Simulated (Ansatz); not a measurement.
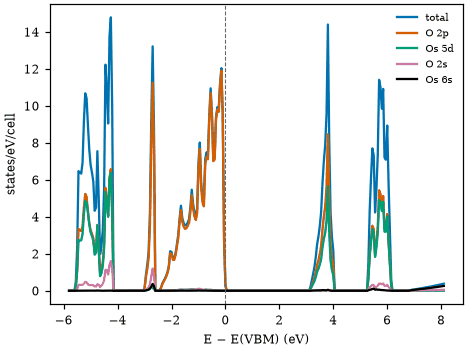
Figure. Total and projected density of states of OsO4 in space group I-42m (No. 121; Os on 2b, O on 8i), DFT-LDA in the program Ansatz with PAW potentials

Task: Which orbitals carry the states next to the gap?

Result: Top 1 eV of the valence band: O 2p 98 %. Bottom 1 eV of the conduction band: O 2p 58 %, Os 5d 40 %. Projections are on Löwdin-orthogonalised atomic valence shells; empty p or d shells of many metals are not among them.

Task: Where is the tallest occupied peak in this window, and what makes it?

Result: Near -4.2 eV, about 15 states/eV per cell; the largest projected share is O 2p.

The workflow started from a Materials Project entry (that database holds measured and hypothetical structures alike); the Crystallography Open Database copy checked does not list it. COD files the formula under space group No. 5, so this cell is another polymorph or a model. Its standing as an ambient phase is unchecked. Symmetry was held in the LDA relaxation; whether a distortion lowers the energy is not shown. The run is not spin-polarised. A crystal of weakly bound molecules computed without a dispersion correction: the cell and the soft elastic constants depend strongly on that. Scalar-relativistic: spin–orbit coupling is off unless named, which matters more the heavier the elements.

Potentials: the later of the program's two PAW sets.
